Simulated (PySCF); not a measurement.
## Electronic structure of Ge2H11NSi2 (SMILES [GeH3][NH][SiH2][SiH2][GeH3]) in real space

```csv
atom,x (Å),y (Å),z (Å)
Ge,-2.0976,-0.1709,-1.0568
N,-1.1516,-1.3361,-0.0387
Si,-0.3695,-1.0127,1.4800
Si,0.8834,0.9127,1.2070
Ge,2.2945,0.8639,-0.6630
H,-2.5307,-0.9215,-2.2770
H,-3.3081,0.3608,-0.3364
H,-1.1943,0.9687,-1.4012
H,-1.4545,-2.2924,-0.1464
H,0.4031,-2.2393,1.7302
H,-1.3526,-0.9062,2.5770
H,0.0659,2.1335,1.1083
H,1.7353,1.1304,2.3862
H,3.3160,-0.2390,-0.6609
H,3.1408,2.0855,-0.9053
H,1.6122,0.6715,-1.9878
```

Geometry: GFN2-xTB.

Method: B3LYP/def2-SVPD, SCF density, gas phase in PySCF.

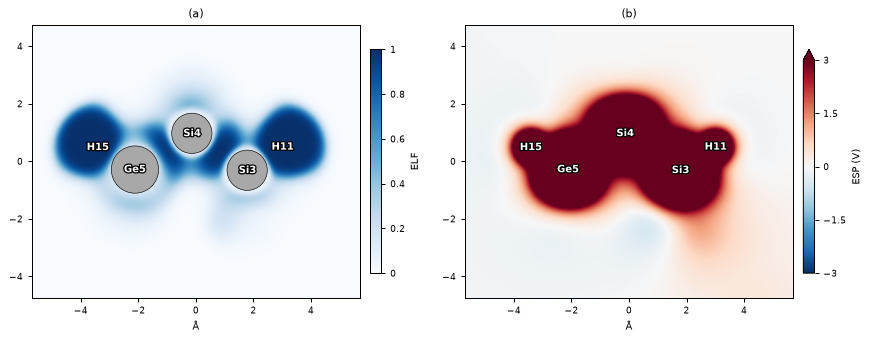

Figure 1. (a) ELF; (b) electrostatic potential on the plane of atoms Si4, Ge5 and H15. Grey discs cover the atomic cores in the ELF map.

Question: What does the map show?

Answer: Atoms in the plane: Si, Ge and H. Si–Si (2.31 Å): the ELF peaks at about 1 between the atoms: a covalent bond. Si–Ge (2.34 Å): the ELF peaks at about 0.95 between the atoms; a covalent bond. Si–H (1.48 Å): the ELF climbs to about 1 towards the hydrogen, as it does in any bond to H. Ge–H (1.51 Å): the ELF climbs to about 1 towards the hydrogen. Outside the dense part of the molecule the potential is most negative (−0.5 V) near N2, which lies off the plane.

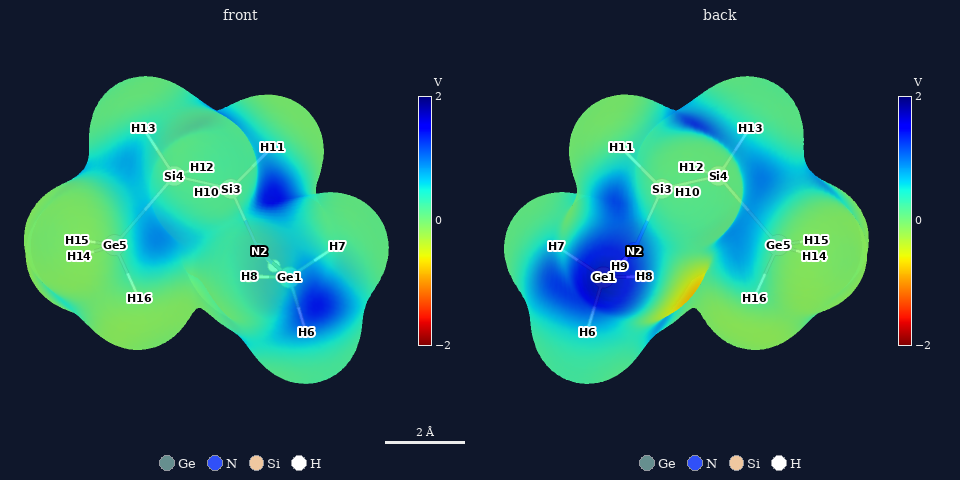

Figure 2. The electrostatic potential painted on the density surface at 0.002 e/bohr³, seen from the front and from behind; red is negative and blue positive.

Question: Which sites attract a positive test charge, and which a negative one?

Answer: A positive charge is drawn to the negative regions and a negative charge to the positive ones. The most negative region (about −0.7 V, or −16 kcal/mol for a unit charge) lies over N2, the most positive (about +1.7 V, or +39 kcal/mol for a unit charge) over H9.

Question: What dipole moment does the calculation give?

Answer: Its dipole moment is 1.26 D.
